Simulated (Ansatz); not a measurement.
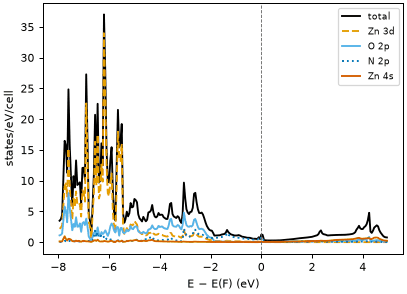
Total and projected density of states of Zn₃GaNO₃ in space group P3m1 (No. 156; Pearson symbol hP8), DFT-r²SCAN in the program Ansatz with PAW potentials

Which orbitals carry the states next to the Fermi level?

Within 0.5 eV of the Fermi level: N 2p 63 %, Zn 3d 9 %, Ga 4s 6 %, O 2p 6 %, Ga 4p 6 %. Projections are on Löwdin-orthogonalised atomic valence shells; empty p or d shells of many metals are not among them.

Where is the tallest occupied peak in this window, and what makes it?

Near -6.2 eV, about 37 states/eV per cell; the largest projected share is Zn 3d.

The start of the workflow was typed in or built on a structure type; neither database checked (COD, Materials Project) lists it. Its standing as an ambient phase is unchecked. Symmetry was held in the r²SCAN relaxation; whether a distortion lowers the energy is not shown. Spin–orbit coupling is left out wherever it is not named.

Potentials: the earlier of the program's two PAW sets.
